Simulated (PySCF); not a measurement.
# SVWN5/STO-3G run of SeO2 (selenium dioxide)

What is the vertical ionisation energy of SeO2 (selenium dioxide) at SVWN5/STO-3G? 

Program for the calculation: PySCF 2.14.0.

6 further runs of the same task are left out: 6 set aside as unsound or not needed.

**1. The molecule**

SeO2 has 3 atoms, charge 0, and is taken as a singlet. SMILES: `O=[Se]=O`. Geometry: relaxed at PBE0-D4/def2-TZVP.

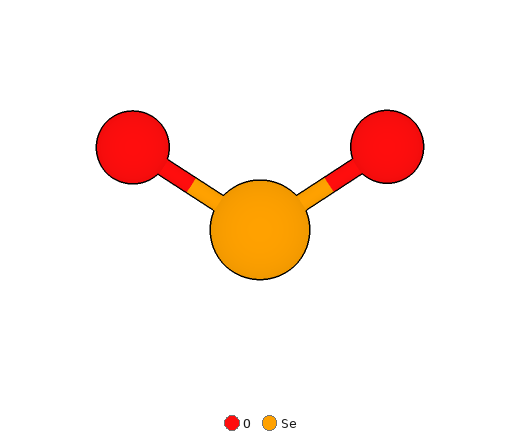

Viewed from a chosen angle; oxygen red, selenium orange.

**2. A single-point energy at SVWN5/STO-3G**

The input, mol.xyz:

```xyz
3
O2Se
O      0.450000    -1.291360     0.094840
Se    -0.515880    -0.067700    -0.261270
O      0.065880     1.359070     0.166440
```

The input, run.py:

```python
from pyscf import gto, dft

mol = gto.M(
    atom='mol.xyz',
    charge=0,
    spin=0,
    max_memory=1860,
    verbose=4,
    basis='sto-3g',
)

myscf = dft.RKS(mol)
myscf.xc = 'svwn'
myscf.grids.level = 5
myscf.conv_tol = 1e-10
myscf.kernel()
if not myscf.converged:
    myscf = myscf.newton().run(myscf.mo_coeff, myscf.mo_occ)

e_tot = myscf.e_tot
print('E(%s) = %.9f' % ('SVWN5', e_tot))
```

Launch:

```console
OMP_NUM_THREADS=1 python run.py
```

The log of the run:

```text
PySCF version 2.14.0

[INPUT] num. atoms = 3
[INPUT] num. electrons = 50
[INPUT] charge = 0
[INPUT] spin (= nelec alpha-beta = 2S) = 0
[INPUT] symmetry False subgroup None
[INPUT] Mole.unit = angstrom
[INPUT] Symbol           X                Y                Z      unit          X                Y                Z       unit  Magmom
[INPUT]  1 O      0.450000000000  -1.291360000000   0.094840000000 AA    0.850376756054  -2.440316728218   0.179221625654 Bohr   0.0
[INPUT]  2 Se    -0.515880000000  -0.067700000000  -0.261270000000 AA   -0.974871913141  -0.127934458633  -0.493728744565 Bohr   0.0
[INPUT]  3 O      0.065880000000   1.359070000000   0.166440000000 AA    0.124495157086   2.568270084113   0.314526016173 Bohr   0.0

nuclear repulsion = 192.664803130681
number of shells = 14
number of NR pGTOs = 84
number of NR cGTOs = 28
basis = sto-3g
ecp = {}

******** <class 'pyscf.dft.rks.RKS'> ********
method = RKS
initial guess = minao
damping factor = 0
level_shift factor = 0
DIIS = <class 'pyscf.scf.diis.CDIIS'>
diis_start_cycle = 1
diis_space = 8
diis_damp = 0
SCF conv_tol = 1e-10
SCF conv_tol_grad = None
SCF max_cycles = 50
direct_scf = True
direct_scf_tol = 1e-13
XC library pyscf.dft.libxc version 7.0.0
    S. Lehtola, C. Steigemann, M. J.T. Oliveira, and M. A.L. Marques.,  SoftwareX 7, 1–5 (2018)
XC functionals = svwn
    P. A. M. Dirac.,  Math. Proc. Cambridge Philos. Soc. 26, 376 (1930)
    F. Bloch.,  Z. Phys. 57, 545 (1929)
    S. H. Vosko, L. Wilk, and M. Nusair.,  Can. J. Phys. 58, 1200 (1980)
radial grids:
    Treutler-Ahlrichs [JCP 102, 346 (1995); DOI:10.1063/1.469408] (M4) radial grids

becke partition: Becke, JCP 88, 2547 (1988); DOI:10.1063/1.454033
pruning grids: <function nwchem_prune>
grids dens level: 5
symmetrized grids: False
atomic radii adjust function: <function treutler_atomic_radii_adjust>
small_rho_cutoff = 0
Set gradient conv threshold to 1e-05
Initial guess from minao.
tot grids = 130696
init E= -2516.02255272673
  HOMO = -0.469787642243629  LUMO = -0.360173338040622  gap/eV = 2.98276
cycle= 1 E= -2518.2715931251  delta_E= -2.25  |g|= 0.518  |ddm|= 3.02
  HOMO = 0.0327686314763649  LUMO = 0.0681536166655597  gap/eV = 0.96287
cycle= 2 E= -2518.11331441807  delta_E= 0.158  |g|= 0.739  |ddm|= 2.22
  HOMO = -0.0814259057268062  LUMO = -0.0161861212184604  gap/eV = 1.77526
cycle= 3 E= -2518.37778986261  delta_E= -0.264  |g|= 0.0499  |ddm|= 1.53
  HOMO = -0.0791838565529841  LUMO = -0.0169234722512249  gap/eV = 1.69419
cycle= 4 E= -2518.37877788525  delta_E= -0.000988  |g|= 0.00667  |ddm|= 0.0794
  HOMO = -0.0787402915637466  LUMO = -0.0169108745805905  gap/eV = 1.68246
cycle= 5 E= -2518.37874362594  delta_E= 3.43e-05  |g|= 0.0141  |ddm|= 0.0191
  HOMO = -0.0787278563912727  LUMO = -0.0169095301985702  gap/eV = 1.68216
cycle= 6 E= -2518.37879619399  delta_E= -5.26e-05  |g|= 0.000579  |ddm|= 0.0147
  HOMO = -0.0786970104412355  LUMO = -0.0168880878712883  gap/eV = 1.68191
cycle= 7 E= -2518.37879629846  delta_E= -1.04e-07  |g|= 8.17e-06  |ddm|= 0.000953
  HOMO = -0.078697902848008  LUMO = -0.016888948306147  gap/eV = 1.68191
cycle= 8 E= -2518.37879629849  delta_E= -2.55e-11  |g|= 2.75e-06  |ddm|= 2.25e-05
  HOMO = -0.078696978025022  LUMO = -0.0168883660974287  gap/eV = 1.68190
Extra cycle  E= -2518.37879629848  delta_E= 7.28e-12  |g|= 6.12e-06  |ddm|= 1.29e-05
converged SCF energy = -2518.37879629848
E(SVWN5) = -2518.378796298
```

Run time: 1.8 s. Hardware: 1 thread of AMD EPYC 7R13 (Zen 3), shared host; peak memory 0.15 GiB.

**3. The doublet cation at the same level**

The input, run.py:

```python
from pyscf import gto, dft

mol = gto.M(
    atom='''
O      0.850377    -2.440317     0.179222
Se    -0.974872    -0.127934    -0.493729
O      0.124495     2.568270     0.314526
''',
    charge=1,
    max_memory=1860,
    spin=1,
    verbose=3,
    unit='bohr',
    basis='sto-3g',
)

myscf = dft.UKS(mol, xc='svwn')
myscf.conv_tol = 1e-10
myscf.grids.level = 5
myscf.kernel()
if not myscf.converged:
    myscf = myscf.newton().run(myscf.mo_coeff, myscf.mo_occ)

e_tot = myscf.e_tot
print('E = %.10f Eh' % e_tot)
```

Launch:

```console
OMP_NUM_THREADS=1 python run.py
```

The log of the run:

```text
converged SCF energy = -2518.10569016703  <S^2> = 0.75362391  2S+1 = 2.0036206
E = -2518.1056901670 Eh
```

Run time: 2.7 s. Hardware: 1 thread of AMD EPYC 7R13 (Zen 3), shared host; peak memory 0.14 GiB.

**4. Summary of results**

Level: SVWN5/STO-3G.

| quantity | value |
| --- | --- |
| singlet SeO2: total energy | -2518.37880 Eh |
| singlet SeO2: dipole moment | 1.16 D |
| singlet SeO2: HOMO energy | -2.14 eV |
| singlet SeO2: LUMO energy | -0.46 eV |
| singlet SeO2: HOMO–LUMO gap | 1.68 eV |
| doublet cation: total energy | -2518.10569 Eh |
| doublet cation: HOMO energy (highest over α and β) | -13.33 eV |
| doublet cation: LUMO energy (lowest over α and β) | -12.65 eV |
| doublet cation: ⟨S²⟩ | 0.754 |
| vertical ionisation energy (to the doublet cation) | 7.432 eV |

The vertical ionisation energy comes to 7.43 eV (171 kcal/mol). −ε(HOMO) before ionisation, 2.14 eV, is 5.29 eV below this ionisation energy. In a minimal basis such a difference can be off by several eV, whatever the method.
